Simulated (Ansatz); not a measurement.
The figure comes from a scan of CoSn (CoSn type, space group P6/mmm): one Co atom of a 6-atom cell moves by u along (0.71, 0.71, 0.00) and v along (0.00, 0.00, 1.00). Level of theory: r2SCAN (plane waves to 500 eV, PAW, scalar-relativistic; Ansatz, a first-principles code). k mesh 8×8×9 (Γ-centred), Fermi-Dirac smearing 0.05 eV. E stands for the smeared free energy. Points where atoms come too close for the PAW data are left out (x in tables, blank in figures). With partly filled bands, energies and forces of such displacements shift with the k mesh and the smearing. CoSn is run without spin polarisation. CoSn was relaxed with its symmetry unable to fall. The zero of ΔE is the undisplaced structure. Axes are in Å.

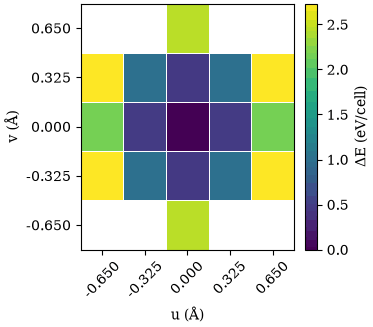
Figure: ΔE (eV/cell), one tile a computed point.

List the plotted points as numbers.

To the nearest 0.5:

ΔE (eV/cell), with u across and v down:

```tsv
v \ u	-0.650	-0.325	0.000	0.325	0.650
-0.650	x	x	2.5	x	x
-0.325	2.5	1.0	0.5	1.0	2.5
0.000	2.0	0.5	0.0	0.5	2.0
0.325	2.5	1.0	0.5	1.0	2.5
0.650	x	x	2.5	x	x
```

(For displaced atoms, the force is minus the slope of the energy, and its curvature is a force constant, which sets phonon frequencies.)
